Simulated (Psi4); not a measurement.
# MP2/def2-TZVPD (Cholesky decomposition, density fitting for correlation, cholesky tolerance 0.001, sweep point 6) run of AlH3SO (SMILES [OH][AlH][SH])

What is the vertical ionisation energy of AlH3SO at MP2/def2-TZVPD (Cholesky decomposition, density fitting for correlation, cholesky tolerance 0.001, sweep point 6)? 

The results are computed with Psi4 1.11.

4 further runs of the same task are left out: 2 that didn't finish, 2 set aside as unsound or not needed.

**1. The system as given**

The species is AlH3SO (6 atoms), meant as a singlet with charge 0. SMILES: `[OH][AlH][SH]`. The coordinates come from a PBE0-D4/def2-TZVP relaxation. This is one conformer, not always the lowest.

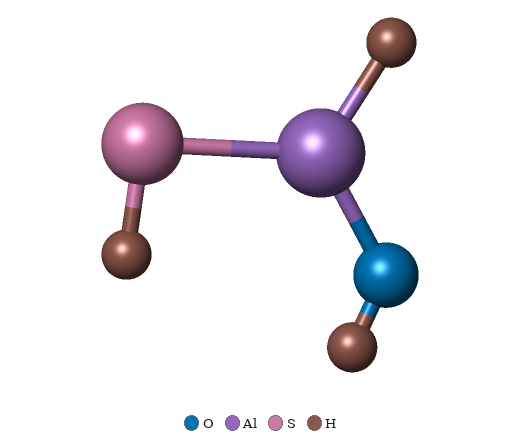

Viewed from a chosen angle; oxygen blue, aluminium purple, sulfur pink, hydrogen brown.

**2. A single-point energy at MP2/def2-TZVPD (Cholesky decomposition, density fitting for correlation, cholesky tolerance 0.001, sweep point 6)**

alh3os.py reads:

```python
import psi4

psi4.set_memory('1600 MB')
psi4.set_num_threads(1)
psi4.set_output_file('psi4.out', False)

mol = psi4.geometry("""
O     -1.108900    -0.531100    -0.885000
Al     0.267100     0.390800    -0.551000
S      1.228200     0.385700     1.412200
H     -1.564400    -1.105800    -0.273700
H      0.868700     1.276400    -1.698100
H      0.351400    -0.480000     1.949300
units angstrom
symmetry c1
""")

psi4.set_options(dict(basis='def2-TZVPD', puream=True, scf_type='cd', num_frozen_docc=11, cholesky_tolerance=0.001))

E = psi4.energy("mp2", molecule=mol)
print('E =', round(E, 9))
```

Launch:

```
python alh3os.py
```

psi4.out (excerpt; [...] marks lines left out):

```text
[...]
  Running in c1 symmetry.
[...]
  Nuclear repulsion =  131.686377877149908
[...]
  Multiplicity = 1
[...]
  Nalpha       = 20
  Nbeta        = 20
[...]
    Number of basis functions: 156
[...]
   @RHF iter   1:  -716.08186900502778   -8.42108e-01   3.75834e-03 ADIIS/DIIS
[...]
   @RHF iter  11:  -716.21469229257241   -1.85310e-11   6.79561e-09 DIIS
[...]
    Orbital Energies [Eh]
    ---------------------
    Doubly Occupied:
       1A    -91.946110     2A    -58.490128     3A    -20.549395
       4A     -8.952812     5A     -6.634451     6A     -6.633608
       7A     -6.633066     8A     -4.904670     9A     -3.220465
      10A     -3.219190    11A     -3.218229    12A     -1.316385
      13A     -0.956639    14A     -0.699690    15A     -0.563596
      16A     -0.545114    17A     -0.512689    18A     -0.485082
      19A     -0.428611    20A     -0.388976
[...]
  @RHF Final Energy:  -716.21469229257241
   => Energetics <=
    Nuclear Repulsion Energy =            131.6863778771499085
    One-Electron Energy =               -1255.2043310028880114
    Two-Electron Energy =                 407.3032608331656661
    Total Energy =                       -716.2146922925724084
[...]
 Multipole Moments:
 ------------------------------------------------------------------------------------
     Multipole            Electronic (a.u.)      Nuclear  (a.u.)        Total (a.u.)
 ------------------------------------------------------------------------------------
 L = 1.  Multiply by 2.5417464519 to convert [e a0] to [Debye]
 Dipole X            :          0.8814054           -1.2411211           -0.3597157
 Dipole Y            :          0.6039198           -0.9906190           -0.3866992
 Dipole Z            :          0.1836573            0.1271209            0.3107782
 Magnitude           :                                                    0.6127926
[...]
```

On the terminal:

```text
E = -716.705350034
```

It took 7.5 s on 1 thread of Intel Xeon 6975P-C (Granite Rapids), shared host; peak memory 0.34 GiB.

**3. The doublet cation, same level**

run.py reads:

```python
import psi4

psi4.set_memory(1600000000)
psi4.set_num_threads(1)
psi4.set_output_file('output.dat', False)

geom = psi4.geometry("""
1 2
O     -1.108900    -0.531100    -0.885000
Al     0.267100     0.390800    -0.551000
S      1.228200     0.385700     1.412200
H     -1.564400    -1.105800    -0.273700
H      0.868700     1.276400    -1.698100
H      0.351400    -0.480000     1.949300
units angstrom
symmetry c1
""")

psi4.set_options({
    'basis': 'def2-TZVPD',
    'reference': 'uhf',
    'puream': True,
    'scf_type': 'cd',
    'num_frozen_docc': 11,
    'cholesky_tolerance': 0.001,
    'maxiter': 150,
})

e_tot = psi4.energy('mp2', molecule=geom)
print(f'total energy {e_tot:.8f} hartree = {e_tot * 27.211386:.5f} eV')
for k, v in sorted(psi4.core.scalar_variables().items()):
    print(f'{k:45s} {v:18.10f}')
```

Launch:

```
python run.py
```

output.dat (excerpt; [...] marks lines left out):

```text
[...]
  Running in c1 symmetry.
[...]
  Nuclear repulsion =  131.686377877149908
[...]
  Multiplicity = 2
[...]
  Nalpha       = 20
  Nbeta        = 19
[...]
    Number of basis functions: 156
[...]
   @UHF iter   1:  -715.72322475604744   -4.83464e-01   3.75472e-03 DIIS/ADIIS
[...]
   @UHF iter  17:  -715.87934832594817   -2.68301e-11   5.36257e-09 DIIS
[...]
   @S^2 Observed:                7.639270800E-01
[...]
    Orbital Energies [Eh]
    ---------------------
    Alpha Occupied:
       1A    -92.298747     2A    -58.704985     3A    -20.726910
       4A     -9.303548     5A     -6.999827     6A     -6.980949
       7A     -6.979960     8A     -5.120212     9A     -3.435587
      10A     -3.434871    11A     -3.432486    12A     -1.489562
      13A     -1.311684    14A     -0.879242    15A     -0.857292
      16A     -0.781488    17A     -0.776783    18A     -0.695981
      19A     -0.682862    20A     -0.651696
    Alpha Virtual:
      21A     -0.127442    22A     -0.123557    23A     -0.108495
      24A     -0.074719    25A     -0.067800    26A     -0.067109
[...]
  @UHF Final Energy:  -715.87934832594817
   => Energetics <=
    Nuclear Repulsion Energy =            131.6863778771499085
    One-Electron Energy =               -1245.0270351261851829
    Two-Electron Energy =                 397.4613089230871310
    Total Energy =                       -715.8793483259481718
  UHF NO Occupations:
  HONO-2 :   18  A 1.9994910
  HONO-1 :   19  A 1.9939954
[...]
 Multipole Moments:
 ------------------------------------------------------------------------------------
     Multipole            Electronic (a.u.)      Nuclear  (a.u.)        Total (a.u.)
 ------------------------------------------------------------------------------------
 L = 1.  Multiply by 2.5417464519 to convert [e a0] to [Debye]
 Dipole X            :          1.9129940           -1.2411211            0.6718729
 Dipole Y            :          0.8439247           -0.9906190           -0.1466943
 Dipole Z            :          1.6369184            0.1271209            1.7640394
 Magnitude           :                                                    1.8933482
[...]
```

Standard output:

```text
total energy -716.32898227 hartree = -19492.30444 eV
CURRENT CORRELATION ENERGY                         -0.4496339471
CURRENT ENERGY                                   -716.3289822731
CURRENT REFERENCE ENERGY                         -715.8793483259
CUSTOM SCS-MP2 CORRELATION ENERGY                  -0.4495960444
CUSTOM SCS-MP2 TOTAL ENERGY                      -716.3289443703
DD SOLVATION ENERGY                                 0.0000000000
HF KINETIC ENERGY                                 715.9510415980
HF POTENTIAL ENERGY                             -1431.8303899239
HF TOTAL ENERGY                                  -715.8793483259
HF VIRIAL RATIO                                     1.9998998629
MP2 CORRELATION ENERGY                             -0.4496339471
MP2 DOUBLES ENERGY                                 -0.4496339471
MP2 OPPOSITE-SPIN CORRELATION ENERGY               -0.3458285331
MP2 SAME-SPIN CORRELATION ENERGY                   -0.1038054141
MP2 SINGLES ENERGY                                 -0.0000000000
MP2 TOTAL ENERGY                                 -716.3289822731
NUCLEAR REPULSION ENERGY                          131.6863778771
ONE-ELECTRON ENERGY                             -1245.0270351262
PCM POLARIZATION ENERGY                             0.0000000000
PE ENERGY                                           0.0000000000
SCF ITERATION ENERGY                             -715.8793483259
SCF ITERATIONS                                     17.0000000000
SCF TOTAL ENERGY                                 -715.8793483259
SCS-MP2 CORRELATION ENERGY                         -0.4495960444
SCS-MP2 TOTAL ENERGY                             -716.3289443703
TWO-ELECTRON ENERGY                               397.4613089231
```

Wall time 9 s (1 thread of Intel Xeon 6975P-C (Granite Rapids), shared host); peak memory 0.35 GiB.

**4. What came out**

Level: MP2/def2-TZVPD (Cholesky decomposition, density fitting for correlation, cholesky tolerance 0.001, sweep point 6), 11 core orbitals frozen.

```
                                                                  quantity          value
                                              singlet AlH3SO: total energy  -716.70535 Eh
                       singlet AlH3SO: HOMO energy (Hartree–Fock orbitals)      -10.58 eV
                       singlet AlH3SO: LUMO energy (Hartree–Fock orbitals)        0.99 eV
                     singlet AlH3SO: HOMO–LUMO gap (Hartree–Fock orbitals)       11.58 eV
              singlet AlH3SO: correlation energy (11 core orbitals frozen)     -490.7 mEh
                                              doublet cation: total energy  -716.32898 Eh
doublet cation: HOMO energy (Hartree–Fock orbitals) (highest over α and β)      -17.71 eV
 doublet cation: LUMO energy (Hartree–Fock orbitals) (lowest over α and β)       -7.93 eV
              doublet cation: correlation energy (11 core orbitals frozen)     -449.6 mEh
                         doublet cation: ⟨S²⟩ of the reference determinant          0.764
                        vertical ionisation energy (to the doublet cation)      10.241 eV
```

**Reading.** Removing an electron at fixed nuclei costs 10.24 eV (988 kJ/mol).
